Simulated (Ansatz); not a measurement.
The starting structures come from a database of crystals and need not be the phases stable at ambient conditions.

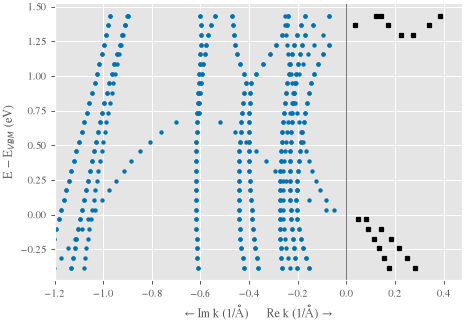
Figure. Complex bands at the centre of the two-dimensional zone; r2SCAN (Ansatz, an electronic-structure program)

No gap correction and no spin-orbit coupling; mid-gap values are interpolated between computed energies.

Question: This is ZnSe2 (Pa-3, not sure to be the ambient phase, 12 atoms a cell, 21.6 Å³ an atom, -2 GPa at this level) along the normal of (110). Read off the slowest decay at the centre of the two-dimensional zone at 0.59 eV, the computed energy nearest the middle of the gap.

Answer: κ ≈ 0.18 1/Å, a decay length 1/(2κ) of the density of 2.8 Å.
